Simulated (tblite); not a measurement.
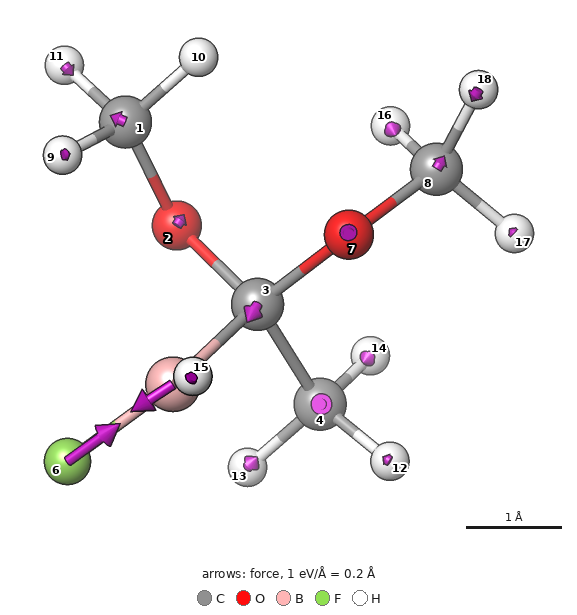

Starting geometry of C$_{4}$H$_{10}$BFO$_{2}$ with the computed forces as purple arrows. The picture is a ball-and-stick view, seen at a tilt.

Computed with GFN2-xTB geometry optimisation, gas phase in tblite. 

Is this structure relaxed? If not, where do the atoms go?

It isn't relaxed: the largest force vector, on the F atom, is 3.63 eV/Å. The final displacements have little in common with the starting forces (cosine between the two patterns 0.22). The energy falls by 51.5 kJ/mol in 86 geometry steps. The atom that moves furthest after the best rigid fit is an H atom (0.47 Å). By element the largest moves are H 0.47 Å, F 0.35 Å, O 0.15 Å, C 0.15 Å, B 0.12 Å. Near-neighbour distances that change, for instance: B–F 1.446 → 1.309 Å, C–H 1.123 → 1.093 Å, B–H 1.184 → 1.171 Å, C–H 1.099 → 1.086 Å. Bond angles that change, for instance: O–C–B 109.5° → 114.7°, O–C–C 109.0° → 105.0°, C–O–C 112.2° → 116.0°. The run took 0.41 s on 1 thread of Arm Neoverse V2 (shared host).
